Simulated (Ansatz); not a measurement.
**FGaH3Si (charge +1): density, localisation and related maps**

The calculation's input:

```
crystal:
  periodic: [false, false, false]
  atoms:
    - {symbol: F, position_ang: [-1.571631, -0.348482, -0.671089]}
    - {symbol: Ga, position_ang: [1.108982, 1.269198, -0.937543]}
    - {symbol: Si, position_ang: [-0.283810, -0.350589, 0.296128]}
    - {symbol: H, position_ang: [0.441475, -1.640230, 0.276826]}
    - {symbol: H, position_ang: [-0.564301, 0.247709, 1.620118]}
    - {symbol: H, position_ang: [1.938243, 2.296528, -1.760466]}
basis:
  gaussian:
    orbitals: def2-TZVPD
total_charge: 1
hamiltonian:
  xc: {name: PBE0}
output: {forces: true, orbitals: {seedname: orbitals}}
```

Command:

```sh
ansatz run input.yaml --threads 2 --pin off --max-ram 4350MiB --events-out events.jsonl --progress --plain --runs-dir runs
```

Geometry: PBE0-D3(BJ)/def2-SVP.

Theory: isolated molecule in a Gaussian basis; Kohn-Sham density functional theory, functional PBE0 in Ansatz.

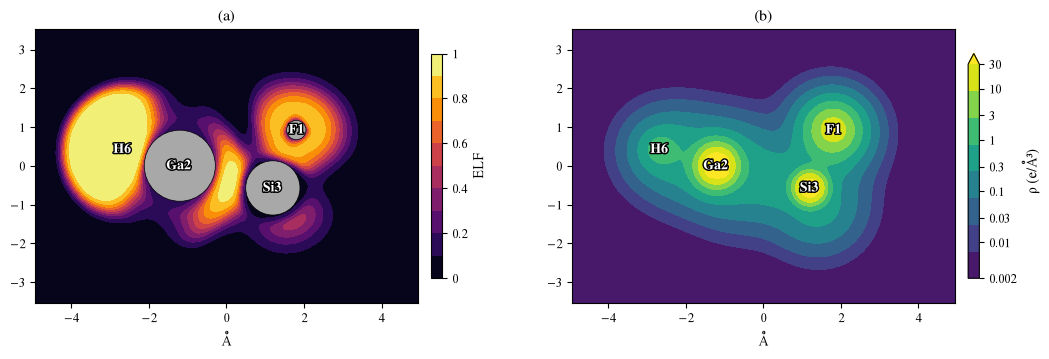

Figure 1. (a) ELF; (b) electron density on the plane of atoms F1, Si3 and Ga2. Grey discs cover the atomic cores in the ELF map.

Q: What does the map show?

A: The section cuts through F, Ga, Si and H sites. Si–F (1.61 Å): the density is about 1.2 e/Å³ at the midpoint; the ELF peaks at about 0.85 in the valence shell of F, 0.6 Å from its nucleus, and is about 0.55 at the midpoint. Ga–Si (2.47 Å): ρ is about 0.51 e/Å³ halfway; the ELF peaks at about 0.95 between the atoms; localised, covalent bonding. Ga–H (1.56 Å): ρ is about 1.1 e/Å³ halfway; the ELF climbs to about 1 towards the hydrogen. The ELF also peaks beside F1, away from the bonds: lone-pair regions.

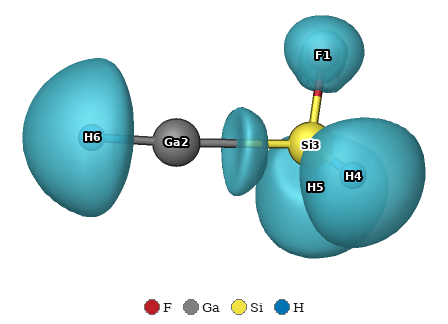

Figure 2. Isosurface of the electron localisation function at 0.8 (cyan), seen at an oblique angle. Core shells and regions of very low density are left out.

Q: What do the ELF domains correspond to?

A: At this value the surface marks out one region between bonded Ga–Si atoms (shared pairs), three regions around hydrogen nuclei and one region wrapped around F (its valence shell).

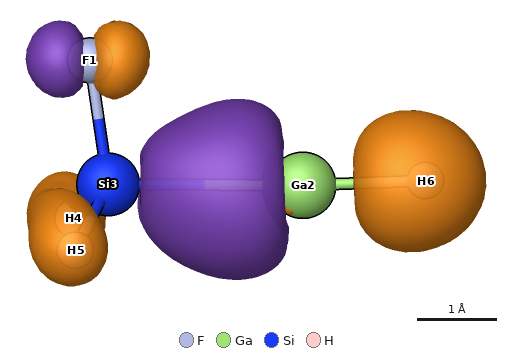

Figure 3. The HOMO at ±0.15 Å⁻³ᐟ² (orange and purple are the two phases), seen at a tilt.

Q: Describe this orbital and give its energy.

A: Its weight (Hirshfeld) is mainly on Ga2 (about 35 %), Si3 (about 25 %), H6 (about 20 %) and F1 (about 10 %). Its energy is −13.95 eV.

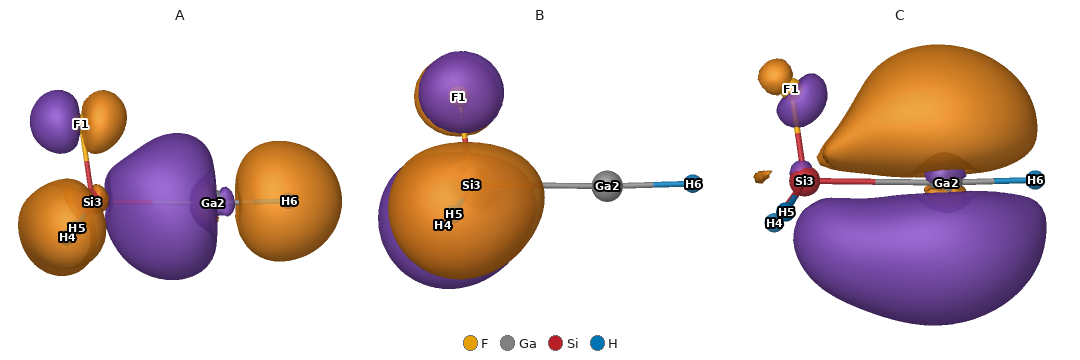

Figure 4. Three frontier orbitals at ±0.08 Å⁻³ᐟ² (orange and purple are the two phases), in no order.

Q: Order the three orbitals by energy and name them.

A: B is the HOMO−1 (−15.17 eV). It lies mainly on Si3 (about 35 %), H4 (about 25 %), H5 (about 25 %) and F1 (about 15 %). A is the HOMO (−13.95 eV). By Hirshfeld shares it lies mainly on Ga2 (about 35 %), Si3 (about 25 %), H6 (about 20 %) and F1 (about 10 %). C is the LUMO (−7.97 eV). It lies mainly on Ga2 (about 75 %) and Si3 (about 15 %).

Q: What is the HOMO–LUMO gap?

A: 5.98 eV between the orbital energies.
